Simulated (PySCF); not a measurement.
Vertical excitations of a molecule C₂H₄BFO₂ from TDDFT-PBE/def2-SVPD in PySCF, as energy in eV (oscillator strength): 2.64 (0.000), 4.96 (0.050), 5.09 (0.000), 5.64 (0.007), 6.33 (0.015), 6.43 (0.001), 6.54 (0.003), 6.85 (0.035), 7.28 (0.000), 7.37 (0.008). Lowest triplet (TDA): 1.97 eV. The structure is a stationary point at ωB97X-D3(BJ)/def2-SVP. The values are those of a single conformer.

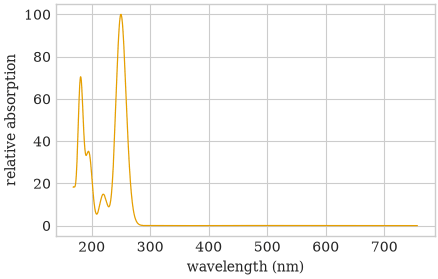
Figure: The lines broadened by 0.4 eV.

Which molecule gave these data?
A) COB(F)C=O
B) O=CB(F)CO
C) CC(=O)B(O)F
D) O[C@@H]1COB1F

A, COB(F)C=O
